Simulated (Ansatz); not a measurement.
## Frequency calculation, with input and output: ZrH2SCl3F

System: ZrH2SCl3F.
Method: RKS B3LYP/def2-SVP (Ansatz 0.2.0).

It belongs to a series of runs on one base structure; here: vibrations at the highest image of the band. Figures and captions count atoms from 1; the log counts them from 0 in places.

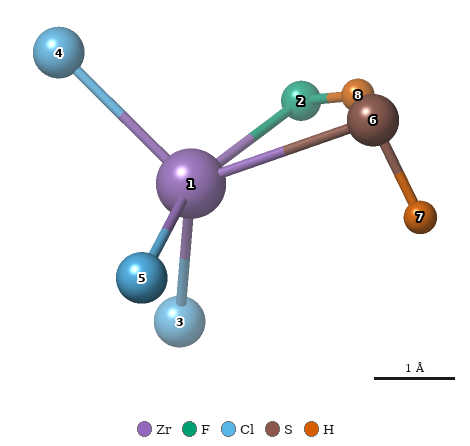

The structure as given in the input (ball-and-stick view, seen at a tilt; atoms are numbered from 1 in the order of the input). Sticks mark near contacts. Bond lengths as drawn: Cl–Zr 2.34 to 2.35 Å, F–H 1.11 Å, F–Zr 2.21 Å, H–S 1.36 Å and S–Zr 2.67 Å.

Key numbers:

| quantity | value |
| --- | --- |
| outcome | converged |
| total energy | −52426.2503 eV |
| mean-field energy | −52426.2503 eV |
| largest force (length of the vector) | 0.022 eV/Å |
| hardware | 4 threads of Intel Xeon (Granite Rapids), 32 GiB of memory available, shared host |
| wall time | 48 s (CPU time 3 min) |
| peak memory | 0.38 GiB |

Input:
```yaml
crystal:
  periodic: [false, false, false]
  atoms:
    - { symbol: Zr, position_ang: [-0.489697, 0.112996, -0.246267] }
    - { symbol: F, position_ang: [-0.50096, 0.797044, 1.852229] }
    - { symbol: Cl, position_ang: [1.617439, -0.834259, 0.16578] }
    - { symbol: Cl, position_ang: [-0.441042, 2.283794, -1.112985] }
    - { symbol: Cl, position_ang: [-1.157536, -1.187078, -2.086142] }
    - { symbol: S, position_ang: [-2.701836, -0.535425, 1.092122] }
    - { symbol: H, position_ang: [-2.303713, -1.805579, 1.351381] }
    - { symbol: H, position_ang: [-1.491354, 0.295707, 1.948481] }
basis:
  gaussian: { orbitals: def2-SVP }
hamiltonian:
  xc: b3lyp
phonons: {}
```

Run as:
```bash
ansatz run input.yaml --threads 4 --pin off --max-ram 5120MiB --backend cpu --events-out ev --progress --plain --runs-dir out
```

Output:
```
Engine: ansatz 0.2.0, x86_64-unknown-linux-gnu
Functional definition: B3LYP
  parameter a0 = 0.2
  parameter ax = 0.72
  parameter ac = 0.81
  exchange = (1 - a0 - ax)*slater_x + ax*b88_x + a0*exact_x
  correlation = (1 - ac)*vwn_rpa_c + ac*lyp_c
1288 factors; integrals over basis functions are off by at most 3.1e-4 eV
mean field evaluation 1: about -52423.6113 eV, gradient 3.6e1 eV
mean field evaluation 2: about -52412.2056 eV, gradient 8.3e1 eV
mean field evaluation 4: about -52426.1364 eV, gradient 5.5e0 eV
mean field evaluation 8: about -52426.2499 eV, gradient 5.3e-2 eV
mean field evaluation 16: about -52426.2499 eV, gradient 1.7e-5 eV
mean field -52426.24993284 eV, -1926.6291492435 hartree, gradient 1.7e-5 eV, S^2 0.000000; 0 other end points of the search recorded, 0 dependent functions left out
the calculation of the forces begins
reference -52426.25028814 eV, -1926.6291623005 hartree; 45, 45 occupied and 82, 82 virtual orbitals, 1288 factors
these checks for a lower state are left out or cut short: stability, starts, cluster_reference, orbital_swaps, neighbouring_geometries, increment
1288 factors; integrals over basis functions are off by at most 3.1e-4 eV
mean field -52426.24988034 eV, -1926.6291473142 hartree, gradient 1.3e-6 eV, S^2 0.000000; 0 other end points of the search recorded, 0 dependent functions left out
[... from here on the field's lines of each further geometry are left out, up to the last ...]
the calculation of the forces begins
reference -52426.25027821 eV, -1926.6291619353 hartree; 45, 45 occupied and 82, 82 virtual orbitals, 1288 factors
these checks for a lower state are left out or cut short: stability, starts, cluster_reference, orbital_swaps, neighbouring_geometries, increment
1288 factors; integrals over basis functions are off by at most 3.1e-4 eV
mean field -52426.24990690 eV, -1926.6291482901 hartree, gradient 1.5e-6 eV, S^2 0.000000; 0 other end points of the search recorded, 0 dependent functions left out
the calculation of the forces begins
reference -52426.25026219 eV, -1926.6291613469 hartree; 45, 45 occupied and 82, 82 virtual orbitals, 1288 factors
WARN: phonons: modes at or below zero, which the zero-point energy, F, S and C_V leave out: 1, the lowest at -386.78 cm⁻¹. A minimum has none, and a first-order saddle one
Total energy: -52426.25028814 eV, -1926.6291623005 hartree
Atom 0 at    -0.489697     0.112996    -0.246267 Å, force     0.003851    -0.015138     0.003346 eV/Å
Atom 1 at    -0.500960     0.797044     1.852229 Å, force    -0.016307     0.014977    -0.002734 eV/Å
Atom 2 at     1.617439    -0.834259     0.165780 Å, force    -0.001675    -0.002392    -0.007327 eV/Å
Atom 3 at    -0.441042     2.283794    -1.112985 Å, force     0.002002     0.005787     0.004944 eV/Å
Atom 4 at    -1.157536    -1.187078    -2.086142 Å, force     0.001949    -0.000486     0.001364 eV/Å
Atom 5 at    -2.701836    -0.535425     1.092122 Å, force    -0.012828     0.005873    -0.005885 eV/Å
Atom 6 at    -2.303713    -1.805579     1.351381 Å, force     0.008315     0.004613     0.003087 eV/Å
Atom 7 at    -1.491354     0.295707     1.948481 Å, force     0.014692    -0.013235     0.003205 eV/Å
Dipole moment:    -0.195670    -0.172320     0.317881 e Å
Vibrations: -386.78 27.61 85.94 111.23 120.42 122.39 135.94 285.79 316.04 368.81 389.44 415.64 417.03 499.84 808.63 1098.66 1461.95 2655.68 cm⁻¹, zero-point energy 0.577831 eV
```

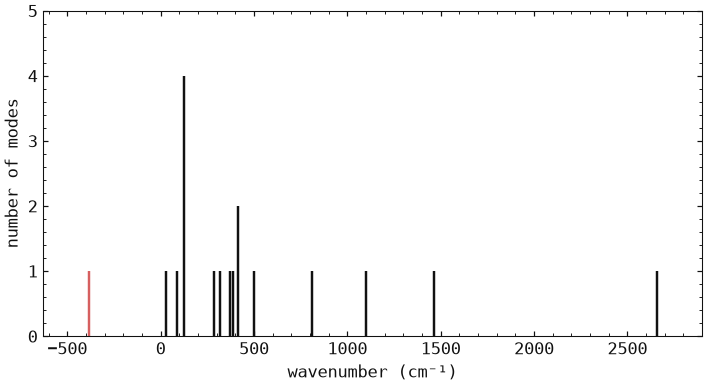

Harmonic vibrational wavenumbers from the force constants; neighbouring modes closer than 14 cm⁻¹ are counted in one stick, and imaginary ones are drawn at negative wavenumbers. 18 modes from 387i to 2656 cm⁻¹, 1 imaginary beyond 8i (387i cm⁻¹): a first-order saddle point, if the geometry is stationary.
